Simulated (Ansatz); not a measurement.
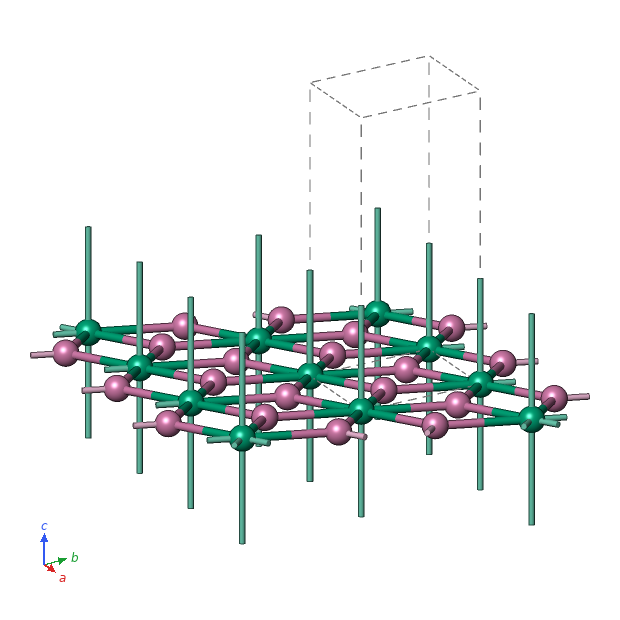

A cut-out of a periodic net derived from a crystal structure. Nodes are coloured by topological kind. Short stubs are edges that leave the cut-out.

**Describe the net.**

A binodal (3,8)-connected, three-periodic net.

**Give point symbol and coordination sequence of each kind of node.**

3-connected node: 4^3, sequence 3, 18, 41, 74; 8-connected node: 4^6.6^18.8^4, sequence 8, 20, 44, 74.

Where the net comes from. Al2CdSi2 (space group P6/mmm, No. 191). Coordinates: the geometry relaxed with DFT PBE, scalar-relativistic, plane waves, PAW (Ansatz); the starting structure was generated, so it need not be a known form of this composition. Bonds are taken as Al–Al below 3 Å, Al–Cd below 3 Å and Cd–Si below 3.1 Å; no other contact counts. The graph is simplified in the usual way: terminal and isolated atoms are pruned, two-connected atoms become edges. Si is a 3-connected node; Cd is an 8-connected node, in the ratio 2:1. Al becomes part of the edges.
